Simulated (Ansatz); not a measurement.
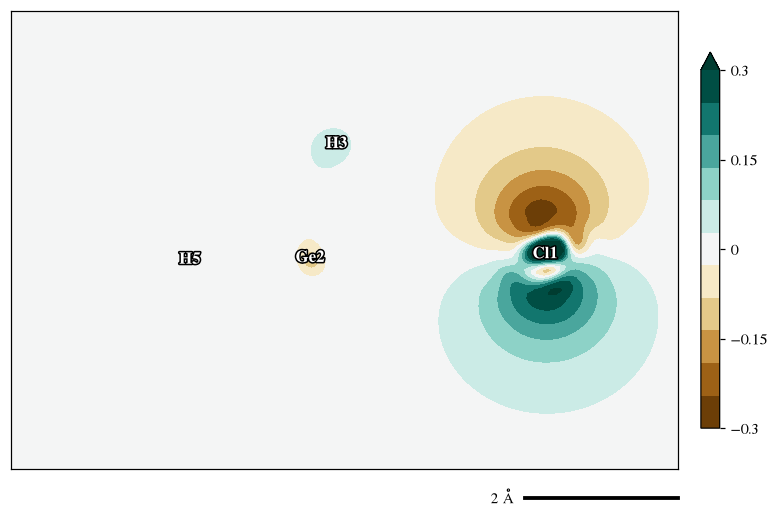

The picture shows: Cl···GeH₄ (charge −1). The HOMO on the plane of atoms H3, Ge2 and H5 (values in Å⁻³ᐟ²; the overall sign is arbitrary).

Geometry: PBE0-D4/def2-TZVPD.

Theory: RKS PBE0-D4/def2-TZVPPD (Ansatz 0.2.0).

Input

```
crystal:
  periodic: [false, false, false]
  atoms:
    - {symbol: Cl, position_ang: [-0.852286, 0.129768, -2.500180]}
    - {symbol: Ge, position_ang: [0.137881, -0.021223, 0.404067]}
    - {symbol: H, position_ang: [1.120564, 0.943622, -0.262116]}
    - {symbol: H, position_ang: [-1.289467, 0.512748, 0.538079]}
    - {symbol: H, position_ang: [0.648554, -0.096676, 1.903209]}
    - {symbol: H, position_ang: [0.234654, -1.468340, -0.083160]}
basis:
  gaussian: {orbitals: "def2-TZVPPD.json"}
total_charge: -1
hamiltonian: {xc: pbe0, dispersion: d4}
output: {orbitals: {seedname: orbitals}}
```

Command:

```sh
ansatz run in.yaml --threads 2 --pin off --events-out ev --progress --plain --max-ram 5222MiB
```

Describe this orbital and give its energy.

Answer. It lies mainly on Cl1 (about 95 %); largely a lone pair of Cl1. It is one of a degenerate set, so its orientation is arbitrary. Its energy is −1.66 eV.
